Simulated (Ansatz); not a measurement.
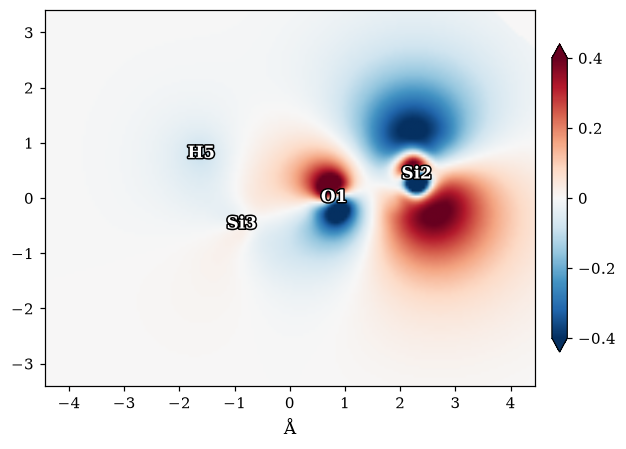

The picture shows: H$_{3}$OSi$_{2}$ (charge +1). The LUMO on the plane of atoms O1, Si3 and H5 (values in Å⁻³ᐟ²; the overall sign is arbitrary).

Geometry: r2SCAN-D4/def2-TZVP.

These are results of Ansatz 0.2.0, isolated molecule in a Gaussian basis; Kohn-Sham density functional theory, functional PBE0, not measurements.

Input

```
basis:
  gaussian: {orbitals: def2-TZVPD}
crystal:
  periodic: [false, false, false]
  atoms:
    - {symbol: O, position_ang: [-0.761601, 0.816646, 1.670394]}
    - {symbol: Si, position_ang: [-1.361072, 1.383844, 2.978257]}
    - {symbol: Si, position_ang: [-0.082545, 0.175664, 0.191103]}
    - {symbol: H, position_ang: [0.381515, 1.373280, -0.525446]}
    - {symbol: H, position_ang: [0.992059, -0.712942, 0.658740]}
    - {symbol: H, position_ang: [-1.216765, -0.515055, -0.440981]}
total_charge: 1
hamiltonian: {xc: {name: PBE0}}
output: {forces: true, orbitals: {seedname: orbitals}}
```

Command:

```sh
ansatz run input.yaml --threads 2 --pin off --max-ram 4350MiB --events-out events.jsonl --progress --plain --runs-dir runs
```

> What is the character of this orbital?

Its weight (Hirshfeld) is mainly on Si2 (about 85 %) and O1 (about 10 %). It is one of a degenerate set, so its orientation is arbitrary. Its energy is −8.14 eV.
